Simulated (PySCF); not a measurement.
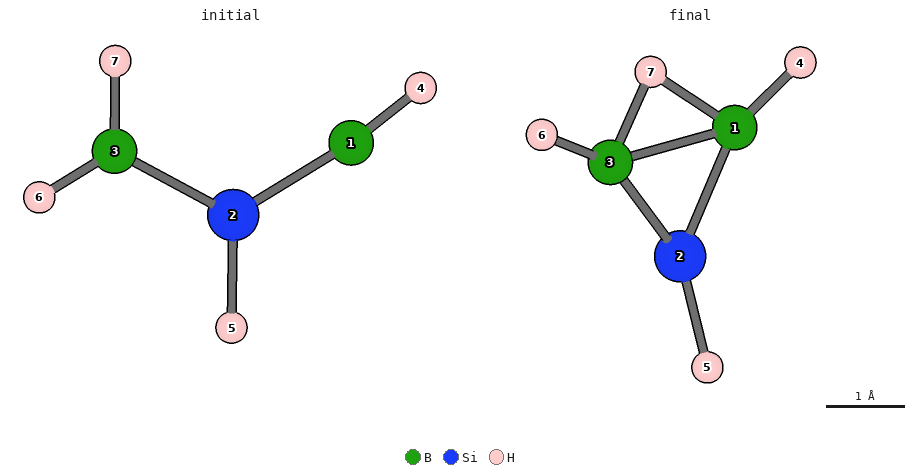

The structure of B2SiH4 before (left) and after (right) a relaxation, at one scale.

Style: ball-and-stick. Shown from a free direction.

Level of theory: RKS PBE0-D4/def2-TZVP, density fitting (PySCF 2.14.0). 

Question: Summarise the run.

Answer: Over 33 geometry steps the energy falls by 1.216 eV. The largest move after the best rigid fit is that of H4, 1.29 Å. Largest moves by element: H 1.29 Å, B 1.11 Å, Si 0.69 Å. Some distances before and after: B1–H7 3.515 → 1.322 Å, B1–B3 3.281 → 1.775 Å, B3–H7 1.175 → 1.322 Å, Si2–B3 1.908 → 1.850 Å. New bonds form, among them: B1–H7 (3.51 → 1.32 Å). Bond angles that change, for instance: B1–Si2–B3 122.9° → 57.3°, Si2–B3–H6 123.3° → 154.7°, B1–Si2–H5 117.4° → 142.7°.
